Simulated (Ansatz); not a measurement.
# SrInSn (built on the sites of a database entry of SrAlGe): a soft mode frozen in, part 2 of 2

Wanted: the energy along a soft mode of SrInSn (built on the sites of a database entry of SrAlGe) and the structure at the end.

Ansatz 0.2.0; DFT PBE+D3(BJ), scalar-relativistic, plane waves, PAW.

So far, highest frequency on the path or at a solved wavevector (cm⁻¹): step 2 (phonons on a q mesh) 187. Also lowest frequency on the path (cm⁻¹): step 2 -67.3.

The structure was built from a prototype and need not be the compound's stable phase.

## 6. Relaxing from the distorted cell

Starting from the lowest point found, all atoms and the cell are let go, so that strain and other modes of the same symmetry can join in.

input.yaml reads:

```yaml
crystal:
  lattice:
    - [4.8274933998, 0.0, 0.0]
    - [-2.4137466999, 4.1807319208, 0.0]
    - [0.0, 0.0, 4.6501985837]
  atoms:
    - { symbol: Sr, position: [0.0, 0.0, -0.0062141447] }
    - { symbol: In, position: [0.6666666667, 0.3333333333, 0.5967700609] }
    - { symbol: Sn, position: [0.3333333333, 0.6666666667, 0.4109892891] }
kpoints:
  mp_grid: { grid: [10, 10, 8] }
hamiltonian:
  xc: pbe
  dispersion: d3bj
scf:
  occupations: { method: methfessel_paxton, width: 0.15 }
output:
  forces: true
  stress: true
  eigenvalues: true
  write_density: true
  write_potential: true
  elf: true
  volumetric_format: npy
relax:
  adjacent_minimum: "off"
  f_tol: 0.002
  max_steps: 120
  cell: { stress_tol: 0.03 }
```

Started as:

```console
> ansatz run input.yaml --threads 8 --pin off --max-ram 14336MiB --backend cpu --events-out ev --progress --plain --runs-dir out
```

Numbers of over 12 decimals in the logs are rounded to 6 here.

The program printed:

```text
[...]
Crystal: 3 atoms, lattice volume = 93.852 Å³
Basis set: ecut = 420 eV, 1803 PW (Γ), exchange–correlation on 72×72×64 points (8 copies of the dense FFT grid, shifted against one another)
Bands: 23, of which v1, the nominal top of the filled ones, is band 19 counted from 1 (18 counted from 0)
Symmetry: 6 space group operations
[...]
k-points: 94 of 800 (time reversal used)
[...]
SCF iter   1: F=—  HF=-15168.589300 eV  |F-HF|=—  |Δ(HF+E_count)|=         —  Δρ=2.11e-3  dr2=6.45e-3  ethr=1.77e-3  ⟨swp⟩=8.1  Hψ=12321  notcnv=0
[...]
SCF iter   7: F=-15168.587892 eV  HF=-15168.587892 eV  |F-HF|=3.17e-9  |Δ(HF+E_count)|=   9.19e-8  S|Δr|=    0.00e0  Δρ=3.94e-6  dr2=1.68e-8  ethr=2.70e-10  ⟨swp⟩=11.7  Hψ=17681  notcnv=0
SCF 1 converged in 7 iterations: F = -15168.587892 eV  dr2 = 1.68e-8
[...]
relax step   1: F+E_penalty+E_count = -15168.58789204 eV  Δ(F+E_penalty+E_count) = +0.000e0 eV  max|allowed force component| = 8.691e-2 eV/Å  Δτ_max = 0.0000 Å  P = -0.346 GPa  Ω = 93.852 Å³  (7 SCF iters, dr2 threshold 1.00e-7 eV, accepted)
Crystal: 3 atoms, lattice volume = 93.210 Å³
[...]
iter 1 solved again at ethr=2.67e-6 eV; its pass at ethr=3.10e-3 eV (dr2=9.86e-4 eV) is discarded
[...]
SCF iter   5: F=-15168.593265 eV  HF=-15168.593265 eV  |F-HF|=4.69e-8  |Δ(HF+E_count)|=   1.94e-7  S|Δr|=    0.00e0  Δρ=1.15e-5  dr2=1.96e-7  ethr=8.11e-10  ⟨swp⟩=11.0  Hψ=19538  notcnv=0
SCF 2 converged in 5 iterations: F = -15168.593265 eV  dr2 = 1.96e-7
relax step   2: F+E_penalty+E_count = -15168.59326487 eV  Δ(F+E_penalty+E_count) = -5.373e-3 eV  max|allowed force component| = 1.838e-2 eV/Å  Δτ_max = 0.0183 Å  P = +0.026 GPa  Ω = 93.210 Å³  energy of the carried Pulay correction = +8.158e-5 eV  (5 SCF iters, dr2 threshold 3.00e-7 eV, accepted)
Crystal: 3 atoms, lattice volume = 93.382 Å³
Basis set: ecut = 420 eV, 1797 PW (Γ), exchange–correlation on 72×72×64 points (8 copies of the dense FFT grid, shifted against one another)
[...]
SCF iter   5: F=-15168.594490 eV  HF=-15168.594490 eV  |F-HF|=4.04e-9  |Δ(HF+E_count)|=   1.85e-8  S|Δr|=    0.00e0  Δρ=6.53e-6  dr2=5.01e-8  ethr=5.36e-10  ⟨swp⟩=12.9  Hψ=19323  notcnv=0
SCF 3 converged in 5 iterations: F = -15168.594490 eV  dr2 = 5.01e-8
relax step   3: F+E_penalty+E_count = -15168.59449048 eV  Δ(F+E_penalty+E_count) = -1.226e-3 eV  max|allowed force component| = 1.151e-2 eV/Å  Δτ_max = 0.0090 Å  P = +0.092 GPa  Ω = 93.382 Å³  energy of the carried Pulay correction = +5.974e-5 eV  (5 SCF iters, dr2 threshold 1.98e-7 eV, accepted)
[...]
relax step   4: F+E_penalty+E_count = -15168.59460666 eV  Δ(F+E_penalty+E_count) = -1.162e-4 eV  max|allowed force component| = 4.584e-3 eV/Å  Δτ_max = 0.0015 Å  P = +0.026 GPa  Ω = 93.617 Å³  energy of the carried Pulay correction = +2.977e-5 eV  (5 SCF iters, dr2 threshold 4.37e-8 eV, accepted)
[...]
relax step   5: F+E_penalty+E_count = -15168.59460853 eV  Δ(F+E_penalty+E_count) = -1.866e-6 eV  max|allowed force component| = 1.338e-3 eV/Å  Δτ_max = 0.0013 Å  P = +0.005 GPa  Ω = 93.681 Å³  energy of the carried Pulay correction = +2.169e-5 eV  (5 SCF iters, dr2 threshold 2.31e-9 eV, accepted)
Basis set: ecut = 420 eV, 1797 PW (Γ), exchange–correlation on 64×64×64 points (8 copies of the dense FFT grid, shifted against one another)
[...]
SCF iter   1: F=—  HF=-15168.594583 eV  |F-HF|=—  |Δ(HF+E_count)|=         —  Δρ=1.98e-5  dr2=5.61e-8  ethr=5.47e-7  ⟨swp⟩=4.1  Hψ=19247  notcnv=0
eigensolver tolerance schedule: the retry pair's looser diagonalisation over-reported the residual by 3602.95 of it (diagonalisation noise at 1.74 of the residual, at the tolerance the schedule requests for it); recorded, not acted on — ethr = c·dr2/N_el stays at c = 1.0e-1
[...]
SCF iter   2: F=—  HF=-15168.594580 eV  |F-HF|=—  |Δ(HF+E_count)|=   2.57e-6  S|Δr|=    0.00e0  Δρ=1.08e-5  dr2=1.79e-8  ethr=1.52e-10  ⟨swp⟩=3.2  Hψ=5252  notcnv=0
[...]
SCF iter   6: F=-15168.594580 eV  HF=-15168.594580 eV  |F-HF|=3.64e-12  |Δ(HF+E_count)|=    0.00e0  S|Δr|=    0.00e0  Δρ=8.86e-8  dr2=6.15e-12  ethr=1.00e-12  ⟨swp⟩=7.6  Hψ=10800  notcnv=0
SCF 6 converged in 6 iterations: F = -15168.594580 eV  dr2 = 6.15e-12
relax step   6: F+E_penalty+E_count = -15168.59458021 eV  Δ(F+E_penalty+E_count) = +2.832e-5 eV  max|allowed force component| = 1.297e-3 eV/Å  Δτ_max = 0.0000 Å  P = +0.005 GPa  Ω = 93.681 Å³  stress off target by 5.82e-3 GPa  SCF on the basis re-selected at this cell (its energy is not comparable with the rows above)  (6 SCF iters)
basis re-selected at this cell: Δ(F+E_penalty+E_count) = +2.832e-5 eV, ΔP = +0.000 GPa vs the last step (what re-selecting the basis moved, of the pressure what is left beyond the Pulay correction that the steps carried, after the strain that the cell walked since its last selection, with what the two solves' SCF thresholds leave and, on support functions, any second-order correction that the steps lacked; it is no measure of the basis error at this ecutwfc). The dense FFT grid was sized anew with the basis: this SCF ran on 32×32×32 points, the steps before it on 36×36×32, so part of this shift can come from that change (see relax.cell in the input reference). [rest of the remark cut]
SCF converged after 6 iterations
[...]
Free energy (F): -15168.594580 eV
[...]
Internal energy: -15168.593406 eV  (E = F + TS)
E sigma→0 (E₀):  -15168.594287 eV
Entropy (-TS):   -0.001174 eV (-0.391 meV/atom)
Fermi energy:    8.985058 eV
[...]
--- Forces (eV/Å), atoms counted from 1 ---
  atom   1  Sr    -0.00000000     0.00000000    -0.00014772
  atom   2  In     0.00000000    -0.00000000    -0.00114896
  atom   3  Sn     0.00000000     0.00000000     0.00129663
  max |Σ_I F_I| component: 5.40e-8 eV/Å
--- Stress (GPa, compression-positive) ---
        0.005824       0.000000       0.000000
       -0.000000       0.005824      -0.000000
        0.000000      -0.000000       0.003628
  P = ⅓ Tr σ = 0.0051 GPa (0.051 kbar)
--- Band table (eV; the first three rows and the last of 94) ---
  k-point 0: bands = [... 15 lower, 6.8284, 7.9990, 7.9990, 8.7872, 9.7100, 11.5535, 11.5535, 12.0375]
  k-point 1: bands = [... 15 lower, 6.3847, 8.0842, 8.0842, 8.7561, 10.2109, 11.1515, 11.1515, 12.3372]
  k-point 2: bands = [... 15 lower, 5.5410, 8.3232, 8.3232, 8.8947, 10.6086, 10.6086, 11.0280, 12.3360]
  k-point 93: bands = [... 15 lower, 3.3420, 6.3793, 7.0691, 7.7124, 10.6580, 11.8662, 12.5916, 13.4818]
--- Relaxed structure (5 steps of the walk, 5 accepted, 1 SCFs on fresh bases) ---
  F+E_penalty+E_count = -15168.59458021 eV   max|allowed force component| = 1.297e-3 eV/Å   (the final SCF, on the basis selected at the relaxed cell)
  cell:  # Å, volume = 93.6810 Å³
    - [4.776538, 0, 5.5875218542137e-18]
    - [-2.388269, 4.136604, -2.7937609271068475e-18]
    - [5.382314186907524e-18, 0, 4.741267]
  atoms:
    - { symbol: Sr, position: [5.1659194800370635e-19, 0, -0.00203085] }
    - { symbol: In, position: [0.666667, 0.333333, 0.591394] }
    - { symbol: Sn, position: [0.333333, 0.666667, 0.412182] }
```

It took 18 s on 8 threads of Arm Neoverse V2, shared host; peak memory 0.6 GiB; 2.3 min of CPU time.

The steps of the relaxation:

```csv
step,energy less that of the first step (eV),largest force component (eV/Å),pressure (GPa),volume (Å³)
1,0.0000,0.0869,-0.35,93.85
2,-0.0054,0.0184,0.03,93.21
3,-0.0066,0.0115,0.09,93.38
4,-0.0067,0.0046,0.03,93.62
5,-0.0067,0.0013,0.00,93.68
6*,-0.0067,0.0013,0.01,93.68
```

Relaxation steps marked * repeat the geometry before them on a plane-wave basis chosen anew for their cell, so energy and pressure can jump there.

The run keeps the 6 symmetry operations that it works with, so distortions that break them were not tested.

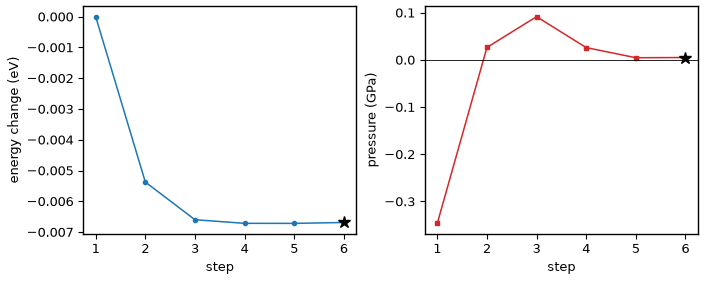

Energy and pressure along the relaxation. Stars mark steps on a basis chosen anew.

```csv
"conventional cell, symmetrised",before,after,change
a (Å),4.827,4.777,-1.1 %
b (Å),4.827,4.777,-1.1 %
c (Å),4.650,4.741,+2.0 %
volume (Å³/atom),31.28,31.23,-0.2 %
```

The atoms that moved most (Å, as changes of fractional coordinates times the final cell):

```csv
atom,dx,dy,dz,length
In2,0.000,0.000,-0.025,0.025
Sr1,0.000,0.000,0.020,0.020
Sn3,0.000,0.000,0.006,0.006
```

Final coordinates:

```cif
data_structure
_symmetry_space_group_name_H-M 'P 1'
_symmetry_Int_Tables_number 1
_cell_length_a 4.7765
_cell_length_b 4.7765
_cell_length_c 4.7413
_cell_angle_alpha 90.000
_cell_angle_beta 90.000
_cell_angle_gamma 120.000
_cell_volume 93.68
loop_
_atom_site_label
_atom_site_type_symbol
_atom_site_fract_x
_atom_site_fract_y
_atom_site_fract_z
_atom_site_occupancy
Sr1 Sr 0.00000 0.00000 0.99797 1
In2 In 0.66667 0.33333 0.59139 1
Sn3 Sn 0.33333 0.66667 0.41218 1
```

Numbers from this step:

- pressure: 0.005092 GPa
- volume per atom: 31.23 Å³

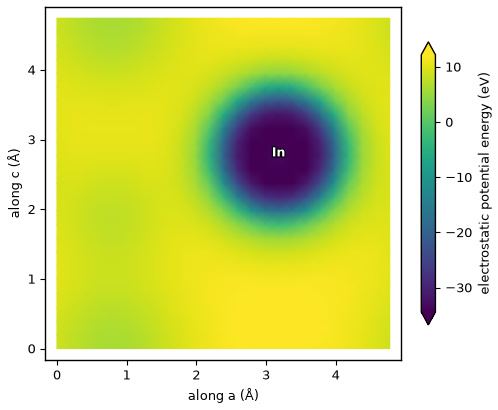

Electrostatic potential energy in the ac plane at fractional y = 0.333, with atoms of In within 0.2 Å of it. With pseudopotentials it is smooth inside the atoms' cores, unlike the true potential.

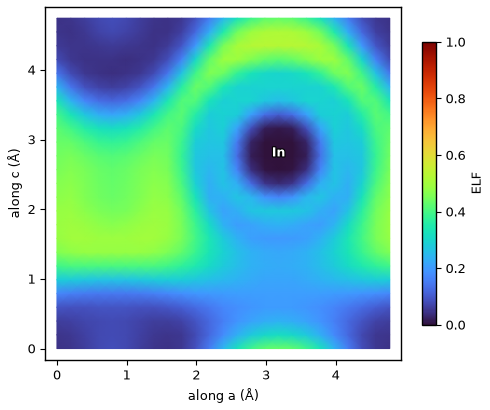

ELF in the ac plane at fractional y = 0.333, with atoms of In within 0.2 Å of it. It is the smooth field of the valence electrons, not physical close to the nuclei.

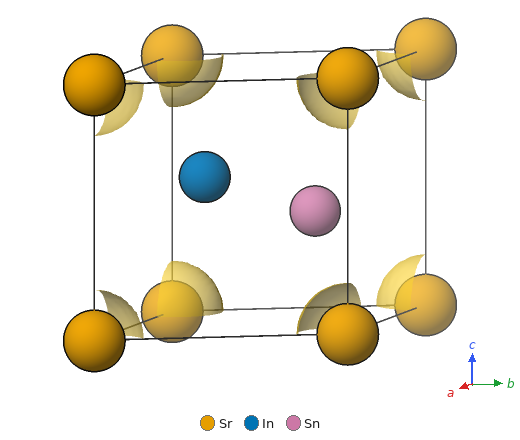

Surface of ELF = 0.79.

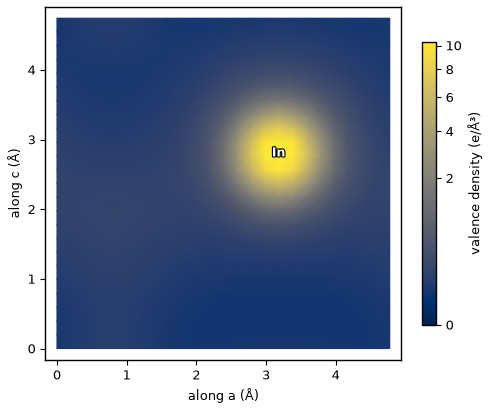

Valence density in the ac plane at fractional y = 0.333, with atoms of In within 0.2 Å of it. It is the smooth field of the valence electrons, not physical close to the nuclei. The colour scale is stretched toward low values.

The distorted start has space group P3m1; the relaxation ends in P3m1.

## 7. The new phase in its own primitive cell

The relaxed structure is symmetrised, reduced to its primitive cell and relaxed tightly, as its phonons need.

input.yaml reads:

```yaml
crystal:
  lattice:
    - [4.7765384066, 0.0, 0.0]
    - [-2.3882692033, 4.1366036022, 0.0]
    - [0.0, 0.0, 4.7412667454]
  atoms:
    - { symbol: Sr, position: [0.0, 0.0, 0.9979691477] }
    - { symbol: In, position: [0.6666666667, 0.3333333333, 0.591394413] }
    - { symbol: Sn, position: [0.3333333333, 0.6666666667, 0.4121816446] }
kpoints:
  mp_grid: { grid: [9, 9, 8] }
hamiltonian:
  xc: pbe
  dispersion: d3bj
scf:
  occupations: { method: methfessel_paxton, width: 0.15 }
output:
  forces: true
  stress: true
  eigenvalues: true
relax:
  adjacent_minimum: "off"
  f_tol: 0.001
  max_steps: 60
  cell: { stress_tol: 0.01 }
```

The program printed:

```text
[...]
Crystal: 3 atoms, lattice volume = 93.681 Å³
Basis set: ecut = 420 eV, 1797 PW (Γ), exchange–correlation on 64×64×64 points (8 copies of the dense FFT grid, shifted against one another)
Bands: 23, of which v1, the nominal top of the filled ones, is band 19 counted from 1 (18 counted from 0)
Symmetry: 6 space group operations
[...]
k-points: 81 of 648 (time reversal used)
[...]
--- Relaxed structure (4 steps of the walk, 4 accepted, 1 SCFs on fresh bases) ---
[...]
cell:  # Å, volume = 93.5698 Å³
    - [4.782946, 0, -1.543139640766863e-18]
    - [-2.391473, 4.142152, 7.715698203834336e-19]
    - [-1.531744547940151e-18, 0, 4.722958]
  atoms:
    - { symbol: Sr, position: [0, 0, 0.997845] }
    - { symbol: In, position: [0.666667, 0.333333, 0.591259] }
    - { symbol: Sn, position: [0.333333, 0.666667, 0.412442] }
[key lines of the parts left out:]
SCF converged after 6 iterations
Free energy (F): -15168.594082 eV
Fermi energy:    8.975875 eV
P = ⅓ Tr σ = -0.0007 GPa (-0.007 kbar)
```

It took 12 s on 8 threads; peak memory 0.56 GiB.

The steps of the relaxation:

```csv
step,energy less that of the first step (eV),largest force component (eV/Å),pressure (GPa),volume (Å³)
1,0.0000,0.0058,0.01,93.68
2,-0.0001,0.0021,-0.02,93.69
3,-0.0001,0.0014,0.00,93.59
4,-0.0001,0.0002,0.00,93.57
5*,-0.0001,0.0002,0.00,93.57
```

Relaxation steps marked * repeat the geometry before them on a plane-wave basis chosen anew for their cell, so energy and pressure can jump there.

The run keeps the 6 symmetry operations that it works with, so distortions that break them were not tested.

```csv
"conventional cell, symmetrised",before,after,change
a (Å),4.777,4.783,+0.1 %
b (Å),4.777,4.783,+0.1 %
c (Å),4.741,4.723,-0.4 %
volume (Å³/atom),31.23,31.19,-0.1 %
```

The relaxed structure:

```cif
data_structure
_symmetry_space_group_name_H-M 'P 1'
_symmetry_Int_Tables_number 1
_cell_length_a 4.7829
_cell_length_b 4.7829
_cell_length_c 4.7230
_cell_angle_alpha 90.000
_cell_angle_beta 90.000
_cell_angle_gamma 120.000
_cell_volume 93.57
loop_
_atom_site_label
_atom_site_type_symbol
_atom_site_fract_x
_atom_site_fract_y
_atom_site_fract_z
_atom_site_occupancy
Sr1 Sr 0.00000 0.00000 0.99784 1
In2 In 0.66667 0.33333 0.59126 1
Sn3 Sn 0.33333 0.66667 0.41244 1
```

Numbers from this step:

| Item | Value |
| --- | --- |
| pressure | -6.57e-4 GPa |
| volume per atom | 31.19 Å³ |

The largest force component left is 0.20 meV/Å and the pressure is -0.001 GPa, within the tolerances set. The cell now holds 31.19 Å³/atom.

## 8. Modes of the new phase, k-mesh 9×9×8

A relaxed structure may still be a saddle point, so its zone-centre modes are computed. No field response is asked, since the mesh shows no gap.

input.yaml, the sections that differ from step 7:

```yaml
crystal:
  lattice:
    - [4.7829456628, 0.0, 0.0]
    - [-2.3914728314, 4.1421524489, 0.0]
    - [0.0, 0.0, 4.7229584854]
  atoms:
    - { symbol: Sr, position: [0.0, 0.0, 0.9978447882] }
    - { symbol: In, position: [0.6666666667, 0.3333333333, 0.591258598] }
    - { symbol: Sn, position: [0.3333333333, 0.6666666667, 0.4124418191] }
output:
  eigenvalues: true
phonons:
  method: dfpt
# kpoints, hamiltonian, scf: as in step 7
# relax: removed
```

The program printed:

```text
[...]
Crystal: 3 atoms, lattice volume = 93.570 Å³
Basis set: ecut = 420 eV, 1797 PW (Γ), exchange–correlation on 64×64×64 points (8 copies of the dense FFT grid, shifted against one another)
Bands: 23, of which v1, the nominal top of the filled ones, is band 19 counted from 1 (18 counted from 0)
Symmetry: 6 space group operations
k-points: 185 of 648 (irreducible under 2 space group operations, time reversal used)
[...]
SCF iter   1: F=—  HF=-15168.595626 eV  |F-HF|=—  |Δ(HF+E_count)|=         —  Δρ=2.31e-3  dr2=7.81e-3  ethr=1.77e-3  ⟨swp⟩=8.1  Hψ=24264  notcnv=0
[...]
SCF iter  11: F=-15168.594082 eV  HF=-15168.594082 eV  |F-HF|=3.64e-12  |Δ(HF+E_count)|=  9.09e-12  S|Δr|=    0.00e0  Δρ=5.04e-8  dr2=4.27e-12  ethr=1.00e-12  ⟨swp⟩=6.8  Hψ=21090  notcnv=0
SCF 1 converged in 11 iterations: F = -15168.594082 eV  dr2 = 4.27e-12
[...]
DFPT response loops at Γ: preconditioner auto → Kerker (q_TF=auto, 2.337 Å⁻¹) (partly filled bands, converged f_vac=0.000); β = 1.00, the filter's whole step (`scf.mixing.beta` (0.50) is not read by the response loops under this deck's `scf.mixing.preconditioner`; to damp them name `kerker` or `kerker_dos`, under which they read `scf.mixing.beta`, and type it under 1.00, their step now; both keys bind the ground state too); Broyden in place of MSR1
SCF converged after 11 iterations
[...]
Free energy (F): -15168.594082 eV
[...]
Internal energy: -15168.591182 eV  (E = F + TS)
E sigma→0 (E₀):  -15168.593357 eV
Entropy (-TS):   -0.002899 eV (-0.966 meV/atom)
Fermi energy:    8.975875 eV
[...]
--- Band table (eV; the first three rows and the last of 185) ---
  k-point 0: bands = [... 15 lower, 6.8534, 7.9935, 7.9935, 8.8251, 9.7154, 11.5516, 11.5516, 12.0465]
  k-point 1: bands = [... 15 lower, 6.4149, 8.0796, 8.0796, 8.7624, 10.2357, 11.1505, 11.1505, 12.3539]
  k-point 2: bands = [... 15 lower, 5.5694, 8.3211, 8.3211, 8.8844, 10.6068, 10.6068, 11.0587, 12.3568]
  k-point 184: bands = [... 15 lower, 4.0728, 6.4201, 6.7589, 8.2137, 10.8549, 11.6128, 12.6622, 12.9890]
--- Phonons (Γ-DFPT): 6 representative perturbations + reference, on 185 of 648 k-points (Σ response iterations 18) ---
  k mesh reduced under 2 symmetry operations, with k and −k counted as one. Each operation leaves every solved perturbation unchanged. A smaller set is not used because it would not reduce the number of displacements times k-points to solve
  ASR residual: 6.865e-5 → 0.000e0 eV/Å²; symmetrization residual: 4.897e-5 eV/Å²
[...]
ASR residual per site (eV/Å²): 6.02e-5 6.52e-5 6.86e-5
  Γ frequencies (cm⁻¹): 0.00 0.00 0.00 93.49 112.45 113.74 113.74 164.04 164.04
  non-analytic LO–TO correction: not included (Born effective charges unavailable; polar crystals: no LO–TO splitting at Γ)
```

Run time: 36 s. Hardware: 8 threads; peak memory 1.7 GiB.

This step gave:

| Quantity | Value |
| --- | --- |
| sum-rule residual before enforcement | 6.86e-5 eV/Å² |
| point group | 3m |
| highest optical mode at the zone centre (no LO-TO term) | 164.0 cm⁻¹ |
| lowest optical zone-centre mode | 93.49 cm⁻¹ |

Patterns of degenerate modes are one choice out of their space. The modes at Γ (shares of kinetic energy by element, %):

```csv
mode,frequency (cm⁻¹),symmetry,Sr %,In %,Sn %
1,0.0,acoustic,27,36,37
2,0.0,acoustic,27,36,37
3,0.0,acoustic,27,36,37
4,93.5,A1,1,46,54
5,112.5,A1,72,18,10
6,113.7,E,73,13,15
7,113.7,E,73,13,15
8,164.0,E,0,52,48
9,164.0,E,0,52,48
```

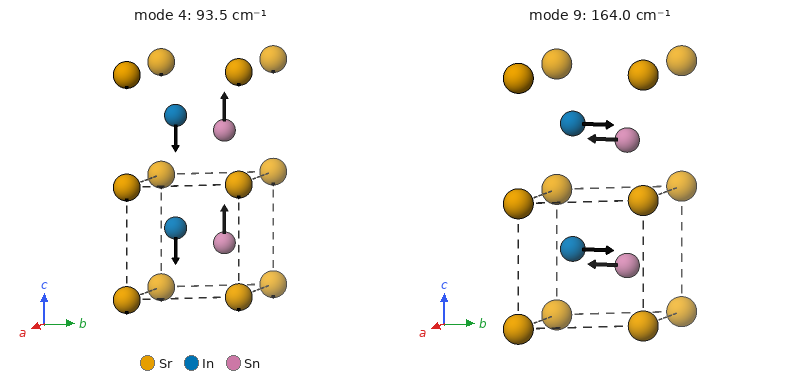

Displacement patterns of modes 4 and 9 at Γ; arrows are exaggerated. 1×1×2 cells are drawn. Some periodic images of atoms are drawn too.

Before it was imposed, the acoustic sum rule was missed by 6.9e-5 eV/Å². Small misses are needed for a sound result but don't prove that mesh and cutoff are converged. The lowest optical mode is real, 93.5 cm⁻¹.

## 9. The phases reached

The phases reached along the modes that were followed are set side by side.

Energies are those of the first relaxation, on the mesh of the frozen mode; space group, volume and gap are those of the last relaxation. Phases, by row:

```csv
mode frozen in,space group,energy from parent (meV/atom),volume (Å³/atom),gap on mesh (eV),lowest zone-centre optical mode (cm⁻¹),largest shift (Å)
parent,P-6m2,0,31.28,0,–,–
"q = (0, 0, -0.5), 67i cm⁻¹",P-6m2,-73.36,31.34,0,52.6,0.587
"q = (0, 0, 0), 67i cm⁻¹",P3m1,-52.44,31.19,0,93.5,0.431
```

## 10. Summary of results

```json
{
  "unstable mode of the parent": "q = (0, 0, 0), 66i cm⁻¹",
  "depth at the lowest point sampled": "50.2 meV/atom",
  "largest atomic shift at that point": "0.45 Å",
  "space group reached (within 0.01 Å)": "P3m1",
  "energy gained over the parent (first relaxation, on the mesh of the frozen mode)": "52.4 meV/atom",
  "volume per atom, phase reached": "31.2 Å³",
  "lowest optical zone-centre mode, phase reached": "93.5 cm⁻¹",
  "highest optical mode at the zone centre (no LO-TO term), phase reached": "164 cm⁻¹"
}
```

In words: Along this mode the structure falls into P3m1, 52.4 meV/atom below the parent. At the parent's cell the well is 50.19 meV/atom deep on the steps tried, with its lowest point at a shift of 0.45 Å. Relaxing atoms and cell changes the gain by +2.26 meV/atom against the lowest step (energies at zero smearing). The new phase has no imaginary mode at the zone centre of its cell; other wavevectors were not checked. Of the 2 patterns followed to their end from this parent, this one ends 20.9 meV/atom above the lowest, P-6m2. Each path keeps the symmetry of its pattern, so a lower phase may lie along a pattern not tried. With no gap, or one that is small against the smearing, the frequencies hang on the k mesh and the smearing, most of all near Kohn anomalies. The phonon runs are without spin polarisation, although the cell has an odd electron count. Spin-orbit coupling is left out, which can matter for the heavy elements here. A phonon run warned that its eigensolver left some bands unconverged in a pass. In the phonons the program treats the change of the C6 weights of the dispersion term with coordination only in part. The starting cell was built on a prototype and not taken from a measurement, so the phase need not exist.

[Logs are printed without paths, hosts, clocks, repeated set-up lines and the standing remarks that a program may print on its own settings, such as how far it seeks lower states.]

[Hosts, paths, dates, database ids (printed as entryN), source tags and the programs' standing remarks are cut or masked in the printed files.]
